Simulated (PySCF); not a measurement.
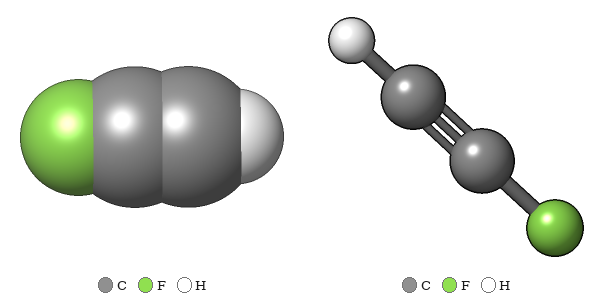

Both panels show the same species.

The geometry was computed by an optimisation with PBE0-D3(BJ)/def2-SVP. No frequency run is at hand to confirm it as a minimum.

What does the picture show?

Formula C2HF. As SMILES it reads `C#CF`. Among its groups: alkyne, C–F bond. The point group is C∞v. All atoms lie on one line. Coordination: 2 C linear.

The parts below concern this one geometry. Atoms keep their numbers from picture to picture.

Shape

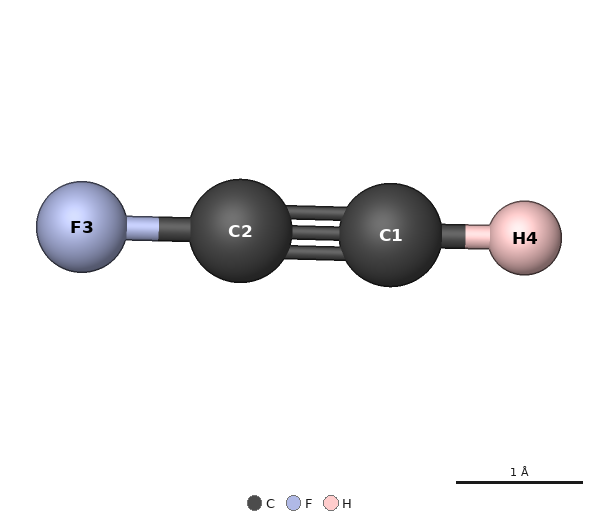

Numbered structure. No frequency run is at hand to confirm it as a minimum.

Give the bond lengths.

```csv
bond,length (Å),order
C1–C2,1.204,triple
C1–H4,1.073,single
C2–F3,1.270,single
```

Electronic properties

No frequency run is at hand to confirm it as a minimum. Method: PBE0/6-31G, gas phase (PySCF 2.14.0).

Give the LUMO energy (Kohn–Sham orbital) at this level.

1.98 eV.

Give the dipole moment at this level.

0.91 D.

Give the HOMO energy (Kohn–Sham orbital) at this level.

−8.15 eV.

Charges

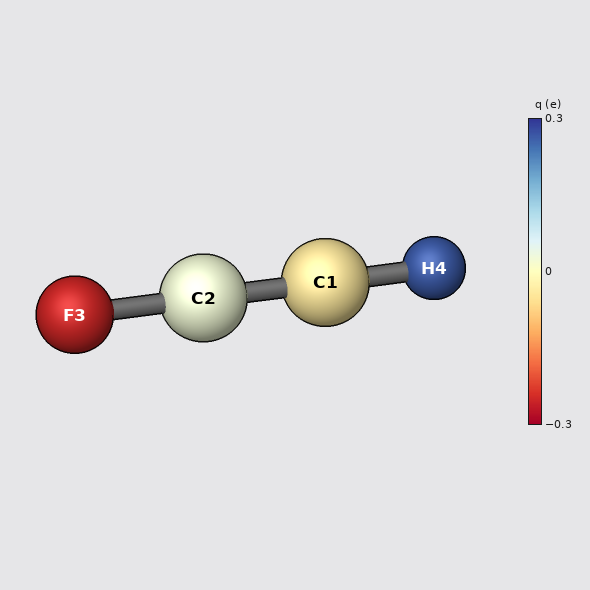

Atoms are coloured by their Mulliken charges. No frequency run is at hand to confirm it as a minimum. Properties computed with PBE0/6-31G, gas phase (PySCF 2.14.0).

Which atom carries the highest charge (most positive or least negative)?

H4 (0.26 e).

And the lowest?

F3 (−0.25 e).

List the Mulliken charges.

```tsv
atom	value (e)
C1	−0.04
C2	0.03
F3	−0.25
H4	0.26
```

NMR shielding

The questions are on isotropic NMR shieldings of the C atoms. No frequency run is at hand to confirm it as a minimum. Properties computed with GIAO CAM-B3LYP/pcSseg-2 NMR shielding, non-relativistic, gas phase (PySCF 2.14.0).

List the isotropic NMR shieldings of the C atoms.

```csv
atom,σ (ppm)
C1,168.7
C2,84.2
```

Mulliken values depend strongly on the basis set and can even reverse the polarity of a bond.
